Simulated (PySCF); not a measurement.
Run report: C2H9NSi2, geometry relaxation

C2H9NSi2, SMILES C=C[SiH2]N[SiH3], computed with PBE0-D3(BJ)/def2-SVP geometry optimisation, gas phase (PySCF 2.14.0).

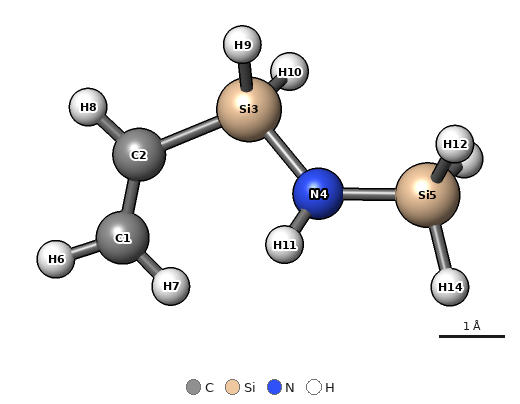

Figure 1. The input geometry (ball-and-stick view, seen at a tilt; atoms are numbered from 1 in the order of the input). Bond lengths as drawn: C–C 1.33 Å, C–H 1.06 to 1.10 Å, C–Si 1.87 Å, H–N 1.04 Å, H–Si 1.44 to 1.48 Å and N–Si 1.70 to 1.76 Å.

Summary

- outcome: converged
- total energy: −714.693864 hartree
- dipole moment: 1.07 D
- point group: C1
- hardware: 1 CPU thread, shared host
- wall time: 2.7 min
- peak memory: 0.52 GiB

Input file
```
{"job": {"xc": "PBE0", "basis": "def2-SVP", "d3": "d3bj", "grid": 1, "shake": 0.01, "kind": "geom"}, "charge": 0, "multiplicity": 1}
C     -2.493420    -0.417100     0.122130
C     -1.890520     0.273590    -0.836500
Si    -0.037930     0.447460    -1.019550
N      0.740690     0.021630     0.497700
Si     2.374230    -0.268700     0.849310
H     -3.594020    -0.467800     0.162600
H     -1.963850    -0.900210     0.902400
H     -2.466390     0.767210    -1.603440
H      0.292800     1.842980    -1.372630
H      0.509460    -0.474810    -2.008700
H      0.118670     0.192250     1.314780
H      3.168710     0.977310     0.802850
H      2.852500    -1.206140    -0.134390
H      2.381910    -0.802760     2.226080
```

The first line tells a small driver script what to run in PySCF; the rest is the geometry in Å.

Command:
```bash
OMP_NUM_THREADS=1 python <driver script> task.json out
```

What the program printed
```
step   0  E = -714.68427751  max force = 0.046089
step   1  E = -714.69213731  max force = 0.006000
step   2  E = -714.69254394  max force = 0.002650
step   3  E = -714.69272934  max force = 0.003173
step   4  E = -714.69293695  max force = 0.002348
step   5  E = -714.69327747  max force = 0.003326
step   6  E = -714.69347162  max force = 0.002492
step   7  E = -714.69357178  max force = 0.000952
step   8  E = -714.69360605  max force = 0.000875
step   9  E = -714.69364709  max force = 0.001549
step  10  E = -714.69369135  max force = 0.001407
step  11  E = -714.69374616  max force = 0.000643
step  12  E = -714.69377066  max force = 0.000294
step  13  E = -714.69378617  max force = 0.000246
step  14  E = -714.69381699  max force = 0.000466
step  15  E = -714.69386395  max force = 0.000756
step  16  E = -714.69386437  max force = 0.000354
optimisation converged
```

Trajectory as extended XYZ (Å, eV, eV/Å), 8 of the 17 frames kept, from step=0 to step=16
```
14
Properties=species:S:1:pos:R:3:forces:R:3 step=0 energy=-19447.54976
C    -2.4934   -0.4171    0.1221   -1.4167   0.5836  -0.5915
C    -1.8905    0.2736   -0.8365    1.0402   0.0049  -0.1700
Si   -0.0379    0.4475   -1.0195    0.1007  -0.1102   1.2095
N     0.7407    0.0216    0.4977   -2.3700   0.4059   0.3419
Si    2.3742   -0.2687    0.8493    0.0497   0.3967   0.6468
H    -3.5940   -0.4678    0.1626    0.2173  -0.1041   0.0736
H    -1.9639   -0.9002    0.9024    0.7264  -0.7176   0.9583
H    -2.4664    0.7672   -1.6034   -0.6039   0.2481  -0.4040
H     0.2928    1.8430   -1.3726   -0.0194   0.3566  -0.3419
H     0.5095   -0.4748   -2.0087    0.2154  -0.2923  -0.6751
H     0.1187    0.1923    1.3148    0.7023  -0.0779  -0.7252
H     3.1687    0.9773    0.8028    0.4489   0.2147   0.0112
H     2.8525   -1.2061   -0.1344    0.6253  -0.7018  -0.6368
H     2.3819   -0.8028    2.2261    0.2839  -0.2064   0.3033
14
Properties=species:S:1:pos:R:3:forces:R:3 step=2 energy=-19447.77470
C    -2.4753   -0.4148    0.1062   -0.0760   0.0010   0.0157
C    -1.8972    0.2767   -0.8820    0.0799  -0.0211  -0.0143
Si   -0.0441    0.4761   -1.0210    0.0230  -0.0577  -0.0772
N     0.6706    0.1015    0.5257    0.0316   0.1363   0.0902
Si    2.3200   -0.3172    0.9088   -0.0037  -0.0446  -0.0907
H    -3.5633   -0.5284    0.1760    0.0077  -0.0125   0.0185
H    -1.8824   -0.9035    0.8893   -0.0070   0.0217  -0.0310
H    -2.5362    0.7385   -1.6473   -0.0089  -0.0114   0.0315
H     0.2502    1.8635   -1.5114   -0.0147   0.0108   0.0335
H     0.5435   -0.4639   -2.0251    0.0266  -0.0005   0.0074
H     0.1720    0.5269    1.3057   -0.0185  -0.0035   0.0005
H     3.2802    0.8333    0.8382   -0.0182   0.0023   0.0164
H     2.7878   -1.3470   -0.0653   -0.0095  -0.0102   0.0042
H     2.3656   -0.8567    2.3014   -0.0124  -0.0104  -0.0048
14
Properties=species:S:1:pos:R:3:forces:R:3 step=5 energy=-19447.79466
C    -2.3988   -0.4584    0.1232    0.0680   0.0299  -0.0638
C    -1.8658    0.2092   -0.9077   -0.0807  -0.0144   0.0408
Si   -0.0365    0.5735   -1.0269    0.0375  -0.0369   0.1269
N     0.6876    0.3124    0.5408   -0.0313   0.0037  -0.1710
Si    2.2500   -0.3677    0.8945   -0.0713  -0.0549   0.0746
H    -3.4730   -0.6539    0.2033   -0.0292  -0.0086   0.0019
H    -1.7678   -0.8417    0.9317    0.0089  -0.0246   0.0483
H    -2.5450    0.5741   -1.6890    0.0261   0.0041  -0.0488
H     0.1303    1.9758   -1.5300   -0.0055  -0.0049  -0.0209
H     0.6840   -0.3406   -1.9665   -0.0294   0.0314  -0.0355
H     0.2115    0.7741    1.3103    0.0254   0.0510   0.0718
H     3.3728    0.6222    0.8425    0.0264  -0.0076  -0.0100
H     2.5192   -1.4474   -0.1002    0.0403   0.0221  -0.0147
H     2.2229   -0.9466    2.2734    0.0147   0.0099   0.0003
14
Properties=species:S:1:pos:R:3:forces:R:3 step=7 energy=-19447.80267
C    -2.3112   -0.5153    0.1464    0.0339  -0.0036   0.0310
C    -1.8359    0.1607   -0.9059   -0.0204   0.0024   0.0067
Si   -0.0416    0.6716   -1.0421   -0.0156   0.0085  -0.0069
N     0.7481    0.4967    0.5014   -0.0373  -0.0490  -0.0337
Si    2.1684   -0.4239    0.9053    0.0440  -0.0137   0.0160
H    -3.3638   -0.8058    0.2338   -0.0129  -0.0001  -0.0071
H    -1.6535   -0.8088    0.9742   -0.0175   0.0071  -0.0211
H    -2.5358    0.4388   -1.7061    0.0208  -0.0191  -0.0080
H    -0.0026    2.0771   -1.5606    0.0176   0.0081   0.0240
H     0.7153   -0.1880   -2.0023   -0.0047  -0.0038  -0.0066
H     0.3365    1.0292    1.2634    0.0224   0.0409   0.0150
H     3.4396    0.3695    0.8732   -0.0111   0.0064  -0.0020
H     2.3018   -1.5448   -0.0716   -0.0066   0.0125  -0.0037
H     2.0264   -0.9721    2.2902   -0.0127   0.0034  -0.0036
14
Properties=species:S:1:pos:R:3:forces:R:3 step=9 energy=-19447.80472
C    -2.3068   -0.5199    0.1484   -0.0438   0.0020   0.0111
C    -1.8344    0.1513   -0.9077    0.0314   0.0011  -0.0051
Si   -0.0470    0.6857   -1.0377    0.0147   0.0130  -0.0404
N     0.7590    0.5112    0.4954   -0.0240  -0.0384   0.0796
Si    2.1599   -0.4369    0.9081   -0.0007   0.0247  -0.0313
H    -3.3536   -0.8362    0.2269    0.0131   0.0097  -0.0117
H    -1.6545   -0.7831    0.9890    0.0138  -0.0010   0.0080
H    -2.5229    0.3968   -1.7277   -0.0153  -0.0130   0.0050
H    -0.0092    2.0991   -1.5342   -0.0116   0.0019   0.0058
H     0.7023   -0.1626   -2.0145    0.0054   0.0037   0.0021
H     0.3828    1.0761    1.2541    0.0164   0.0133  -0.0383
H     3.4428    0.3367    0.8767    0.0008   0.0014   0.0128
H     2.2752   -1.5569   -0.0709   -0.0051  -0.0078   0.0023
H     1.9980   -0.9767    2.2936    0.0050  -0.0107   0.0001
14
Properties=species:S:1:pos:R:3:forces:R:3 step=11 energy=-19447.80741
C    -2.3000   -0.5123    0.1555   -0.0150   0.0163  -0.0126
C    -1.8183    0.1195   -0.9208    0.0132  -0.0107  -0.0083
Si   -0.0458    0.7037   -1.0323    0.0162  -0.0103   0.0020
N     0.7621    0.5311    0.5013    0.0129  -0.0207   0.0271
Si    2.1390   -0.4545    0.9082   -0.0331   0.0222  -0.0094
H    -3.3374   -0.8597    0.2181    0.0033   0.0022   0.0017
H    -1.6635   -0.7088    1.0257    0.0094  -0.0075   0.0148
H    -2.4909    0.2939   -1.7716   -0.0128   0.0054   0.0019
H    -0.0352    2.1278   -1.4976   -0.0118  -0.0016  -0.0075
H     0.7218   -0.1168   -2.0186    0.0027   0.0133  -0.0044
H     0.4334    1.1451    1.2429   -0.0042   0.0096  -0.0142
H     3.4362    0.2952    0.9040    0.0054  -0.0020   0.0073
H     2.2306   -1.5547   -0.0950    0.0050  -0.0066   0.0013
H     1.9595   -1.0243    2.2797    0.0087  -0.0096   0.0001
14
Properties=species:S:1:pos:R:3:forces:R:3 step=14 energy=-19447.80934
C    -2.2389   -0.5157    0.1722    0.0129  -0.0129   0.0061
C    -1.7738    0.0665   -0.9389   -0.0109   0.0074   0.0069
Si   -0.0337    0.7414   -1.0565   -0.0165  -0.0009  -0.0026
N     0.7943    0.6082    0.4712    0.0061   0.0240  -0.0120
Si    2.0628   -0.4896    0.9314    0.0207  -0.0217   0.0161
H    -3.2606   -0.9038    0.2505   -0.0025  -0.0016  -0.0032
H    -1.6022   -0.6304    1.0579   -0.0092   0.0041  -0.0093
H    -2.4482    0.1604   -1.8014    0.0081  -0.0003  -0.0008
H    -0.1067    2.1729   -1.4910    0.0137   0.0015   0.0051
H     0.7636   -0.0173   -2.0674   -0.0044  -0.0108  -0.0020
H     0.5228    1.2909    1.1745    0.0001   0.0000   0.0024
H     3.4112    0.1589    1.0119   -0.0078   0.0057  -0.0013
H     2.1183   -1.5743   -0.0916   -0.0030   0.0060  -0.0037
H     1.7826   -1.0831    2.2767   -0.0074  -0.0004  -0.0016
14
Properties=species:S:1:pos:R:3:forces:R:3 step=16 energy=-19447.81063
C    -2.2017   -0.5211    0.1811    0.0071  -0.0141   0.0065
C    -1.7466    0.0444   -0.9426   -0.0093   0.0148   0.0066
Si   -0.0250    0.7642   -1.0715   -0.0139   0.0059  -0.0019
N     0.8244    0.6552    0.4466    0.0055   0.0111  -0.0059
Si    2.0133   -0.5109    0.9486    0.0182  -0.0168   0.0039
H    -3.2124   -0.9363    0.2642   -0.0011   0.0000  -0.0042
H    -1.5685   -0.5938    1.0737   -0.0048   0.0050  -0.0087
H    -2.4182    0.0963   -1.8108    0.0058  -0.0039  -0.0017
H    -0.1328    2.1986   -1.4880    0.0102   0.0004   0.0027
H     0.7713    0.0308   -2.1019   -0.0030  -0.0122   0.0038
H     0.5941    1.3767    1.1251    0.0008   0.0011   0.0005
H     3.3862    0.0729    1.0834   -0.0060   0.0052   0.0018
H     2.0496   -1.5867   -0.0846   -0.0039   0.0041  -0.0010
H     1.6580   -1.1054    2.2761   -0.0055  -0.0006  -0.0024
```

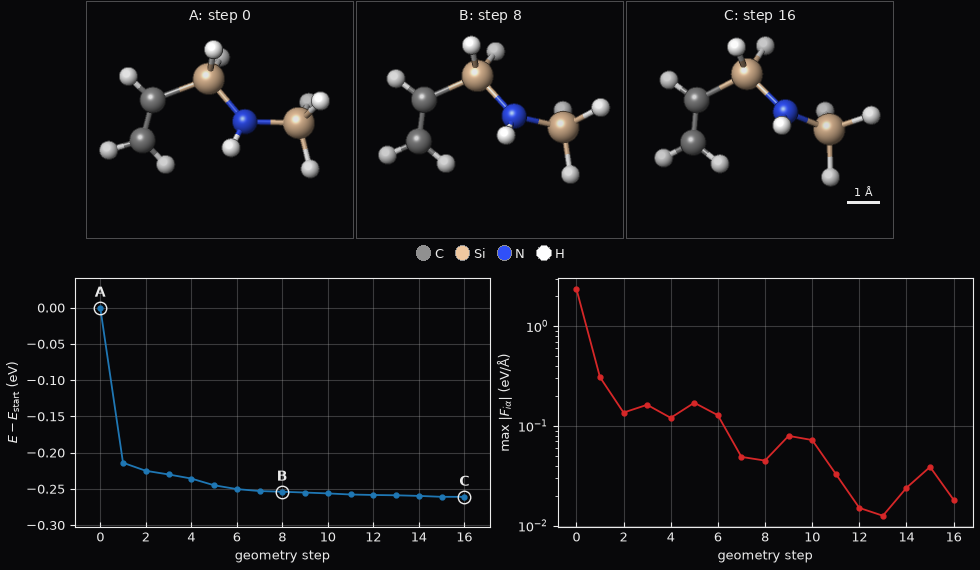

Figure 2. Frames of the relaxation (ball-and-stick view, seen on its broad side) above the curves, on which the letters mark them (steps are counted from 0).

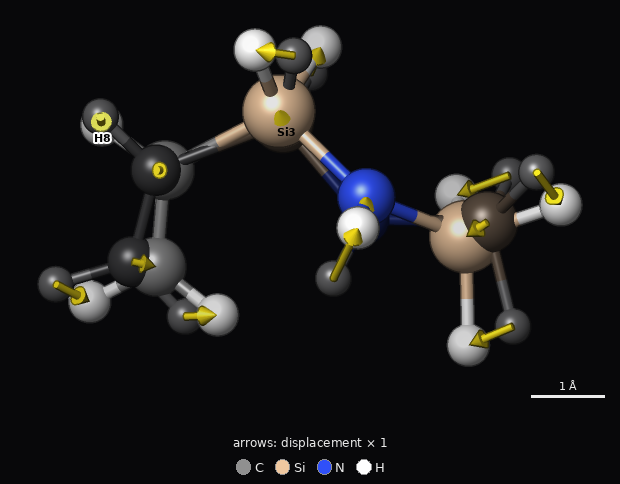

Figure 3. Start (faint) and end (solid) with the displacements as yellow arrows, at true length (ball-and-stick view, seen on its broad side). The two geometries are laid on each other by the best rigid fit. The largest move after the best rigid fit is that of H11, 1.27 Å. Largest moves by element: H 1.27 Å, N 0.65 Å, Si 0.40 Å, C 0.36 Å. Distances before and after: Si5–H13 1.441 → 1.492 Å, N4–Si5 1.696 → 1.739 Å, C1–H7 1.060 → 1.097 Å, Si3–H10 1.459 → 1.495 Å. Among the angles that change: N4–Si5–H14 105.1° → 111.1°, Si3–C2–H8 114.6° → 119.3°, H13–Si5–H14 113.6° → 109.5°. After 16 geometry steps the energy has fallen by 0.261 eV. The largest force component goes from 2.4 to 0.018 eV/Å. (Atoms are counted from 1 in the order of the input.)
